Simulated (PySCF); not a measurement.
C4H4O, SMILES `c1ccoc1`.

Computed with PySCF, ωB97X/cc-pVTZ, geometry: GFN2-xTB. No frequency check shows the geometry to be a minimum. A basis without diffuse functions makes polarisabilities too small.

Coordinates in Å:

```
C1       0.7180   -0.9487    0.0000
C2      -0.6989   -0.9625    0.0000
C3      -1.0825    0.3419    0.0000
O4      -0.0121    1.1509    0.0000
C5       1.0761    0.3629    0.0000
H6       1.3711   -1.7969    0.0000
H7      -1.3354   -1.8232    0.0000
H8      -2.0489    0.8056    0.0000
H9       2.0333    0.8453    0.0000
```

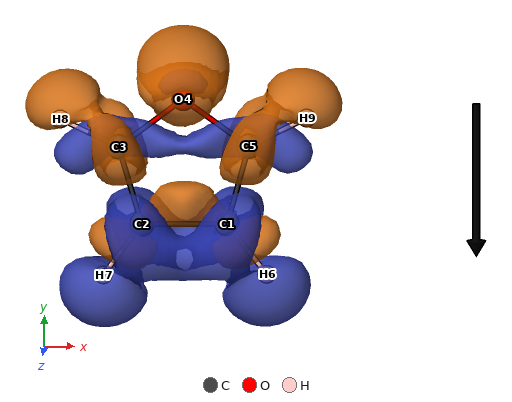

Change of the electron density in a uniform field of 0.26 V/Å along −y (arrow), surfaces at ±0.002 e/Å³ (orange: gain, blue: loss).

The field was applied in both directions; the picture shows the one opposite to the script's first.

What dipole is induced, and what polarisability does it imply?

The induced dipole is 0.62 D (along the field); α along this axis, from the fields in both directions, is 49 bohr³ (7.3 Å³).

The PySCF run took 24 s on 1 thread of AMD EPYC 9R45 96-Core Processor (Zen 5) (shared host), peak memory 1 GiB.
